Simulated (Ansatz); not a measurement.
# Cl$_{3}$GeHO···NH$_{3}$: what the fields show

Input file:

```
crystal:
  periodic: [false, false, false]
  atoms:
    - { symbol: Ge, position_ang: [-0.069799, 0.10947, 0.051859] }
    - { symbol: O, position_ang: [-0.136694, 0.245104, 1.822939] }
    - { symbol: H, position_ang: [-1.026893, -0.019266, 2.142247] }
    - { symbol: Cl, position_ang: [1.937002, 0.378652, -0.669534] }
    - { symbol: Cl, position_ang: [-1.185661, 1.798433, -0.72537] }
    - { symbol: Cl, position_ang: [-1.107204, -1.60887, -0.764337] }
    - { symbol: "N", position_ang: [1.462282, -2.296366, 1.312338] }
    - { symbol: H, position_ang: [0.702252, -2.634764, 0.712167] }
    - { symbol: H, position_ang: [2.160253, -1.831555, 0.717842] }
    - { symbol: H, position_ang: [1.077964, -1.590938, 1.975149] }
basis:
  gaussian: { orbitals: def2-SVP }
hamiltonian:
  xc: pbe
  dispersion: d4
relax:
  f_tol: 0.03
  max_steps: 50
output:
  orbitals: {}
```

Run with:

```sh
ansatz run input.yaml --threads 4 --pin off --max-ram 5120MiB --backend cpu --events-out ev --progress --plain --runs-dir out
```

The fields are those of the run's last geometry, not of the input's.

All numbers below come from Ansatz 0.2.0, RKS PBE-D4/def2-SVP.

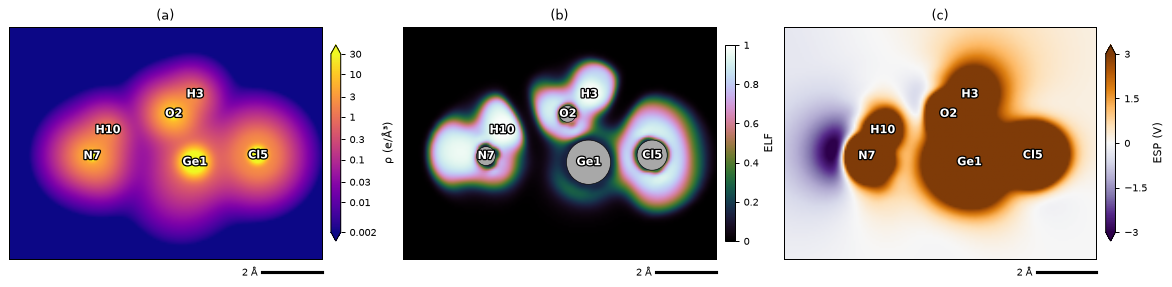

Figure 1. (a) total electron density; (b) ELF; (c) electrostatic potential on the plane of atoms Ge1, O2 and H3. Grey discs cover the atomic cores in the ELF map.

Q: Describe what can be read from this map.

A: The section cuts through Ge, O, H, Cl and N sites.
O2···H10 (2.28 Å): the density falls to about 0.09 e/Å³ on the way; the ELF dips to about 0.05 between them; by its geometry a hydrogen bond between the two molecules, with no shared pair.
Ge–O (1.78 Å): ρ is about 0.97 e/Å³ halfway; the ELF peaks at about 0.85 in the valence shell of O, 0.6 Å from its nucleus, and is about 0.35 at the midpoint.
Ge–Cl (2.16 Å): ρ at the midpoint is about 0.72 e/Å³; the ELF peaks at about 0.80 in the valence shell of Cl, 0.8 Å from its nucleus, and is about 0.65 at the midpoint.
O–H (0.98 Å): ρ is about 3.5 e/Å³ halfway; the ELF climbs to about 1 towards the hydrogen, as it does in any bond to H (a covalent bond by its length).
N–H (1.03 Å): ρ at the midpoint is about 2.7 e/Å³; the ELF climbs to about 1 towards the hydrogen: a covalent bond by its length.
The ELF also peaks beside Cl5, N7 and O2, away from the bonds: lone-pair regions.
Outside the dense part of the complex the potential is most negative (−3.2 V) near N7.

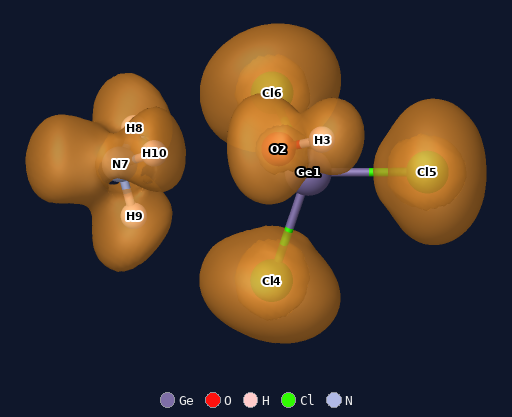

Figure 2. Isosurface of the ELF at 0.75 (orange), seen from one side. Core shells and regions of very low density are left out.

Q: What do the ELF domains correspond to?

A: At this value the surface marks out three regions wrapped around Cl (the valence shell of each), one joined region spread over several atoms (H, N), in which their bonds and any lone pairs are merged and one joined region spread over several atoms (H, O), in which their bonds and any lone pairs are merged.

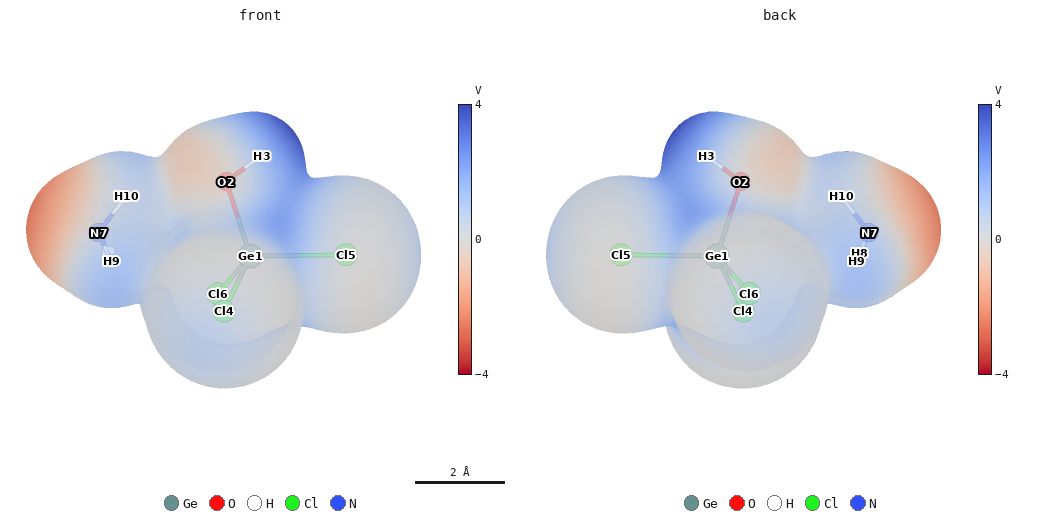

Figure 3. The electrostatic potential painted on the density surface at 0.004 e/bohr³, seen from the front and from behind; the colour scale runs from red (negative) to blue (positive).

Q: Describe the electrostatic potential map.

A: The most negative region (about −2.4 V) lies over N7, the most positive (about +3.7 V) over H3. Cl4 shows a σ-hole: about +0.8 V at the tip opposite its bond, against about +0.3 V on its flanks. Cl5 shows a σ-hole: about +0.7 V at the tip opposite its bond, against about +0.1 V on its flanks. N7 is the likeliest acceptor of a hydrogen bond.

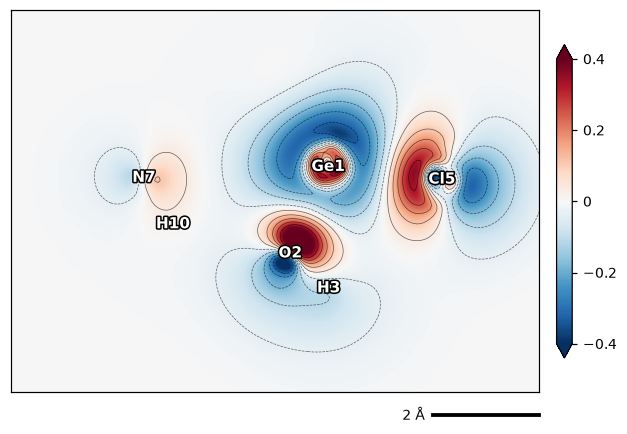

Figure 4. The LUMO on the plane of atoms O2, Ge1 and Cl5 (values in Å⁻³ᐟ²; the overall sign is arbitrary).

Q: What is the character of this orbital?

A: It lies mainly on Ge1 (about 30 %), Cl4 (about 20 %), Cl6 (about 20 %), Cl5 (about 15 %) and O2 (about 10 %). Its energy is −3.03 eV.
